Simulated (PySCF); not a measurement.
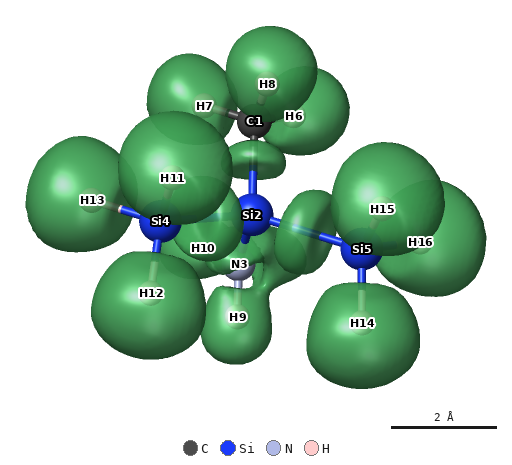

The picture shows: CH₁₁NSi₃ (SMILES C[Si](N)([SiH3])[SiH3]). Isosurface of the ELF at 0.8 (green), seen at an oblique angle. Only the valence region is drawn (cores and ρ < 0.01 e/Å³ removed).

Geometry: GFN2-xTB.

The calculation used PBE0/def2-SVPD, SCF density, gas phase in PySCF 2.14.0.

```yaml
atoms:
  - { symbol: C, position_ang: [0.5763, 1.4400, -1.1529] }
  - { symbol: Si, position_ang: [0.0374, 0.1369, 0.1384] }
  - { symbol: N, position_ang: [0.2866, 0.9786, 1.6424] }
  - { symbol: Si, position_ang: [1.3959, -1.7478, -0.1406] }
  - { symbol: Si, position_ang: [-2.2569, -0.2307, 0.0432] }
  - { symbol: H, position_ang: [0.0331, 2.3719, -1.0273] }
  - { symbol: H, position_ang: [1.6365, 1.6677, -1.0773] }
  - { symbol: H, position_ang: [0.3925, 1.0852, -2.1629] }
  - { symbol: H, position_ang: [0.0348, 0.5290, 2.5077] }
  - { symbol: H, position_ang: [1.1341, 1.5072, 1.7763] }
  - { symbol: H, position_ang: [1.1922, -2.4136, -1.4310] }
  - { symbol: H, position_ang: [1.1327, -2.7637, 0.8876] }
  - { symbol: H, position_ang: [2.8390, -1.4814, -0.0557] }
  - { symbol: H, position_ang: [-2.6963, -1.1399, 1.1093] }
  - { symbol: H, position_ang: [-2.6281, -0.8817, -1.2187] }
  - { symbol: H, position_ang: [-3.1174, 0.9514, 0.1501] }
```

> Where are the electrons localised?

At this value the surface marks out one region between bonded C–Si atoms (shared pairs), two regions between bonded Si–Si atoms (shared pairs), nine regions around hydrogen nuclei and one joined region spread over several atoms (H, N), in which their bonds and any lone pairs are merged.

Values along the shortest contacts:
Si–N (1.74 Å): the ELF peaks at about 0.90 between the atoms; a polar covalent bond. C–Si (1.91 Å): the ELF peaks at about 0.95 between the atoms: localised, covalent bonding.
